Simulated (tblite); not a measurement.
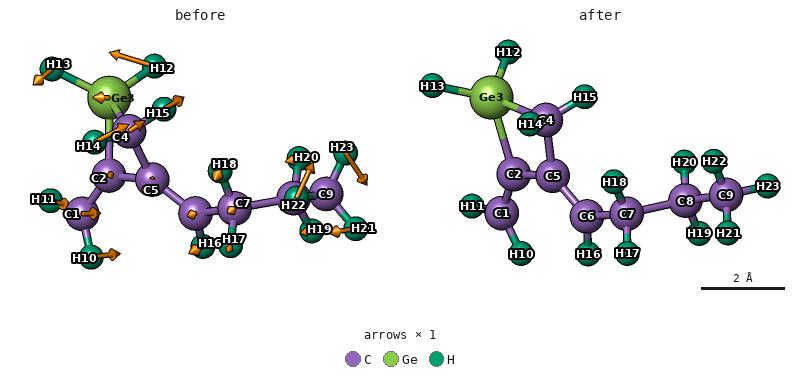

The structure of C8H14Ge before (left) and after (right) a relaxation, at one scale. The orange arrows give the displacements, at their true length.

A ball-and-stick model, seen at a tilt.

Level of theory: GFN2-xTB geometry optimisation, gas phase in tblite. 

Q: What changed between the two?

A: The atom that moves furthest after the best rigid fit is H12 (1.16 Å). By element the largest moves are H 1.16 Å, C 0.58 Å, Ge 0.47 Å. Among the contacts that change: C2–Ge3 1.878 → 1.971 Å, Ge3–C4 1.919 → 1.996 Å, Ge3–H13 1.551 → 1.511 Å, C7–C8 1.500 → 1.534 Å. Among the angles between lasting bonds that change: C2–C5–C4 91.6° → 104.8°, H12–Ge3–H13 116.6° → 106.7°, C4–Ge3–H13 110.0° → 118.8°. Groups turn about C8–C9 by about 60°, C2–C5 by about 35°, C4–C5 by about 30°. After 144 geometry steps the energy has fallen by 28.6 kcal/mol.
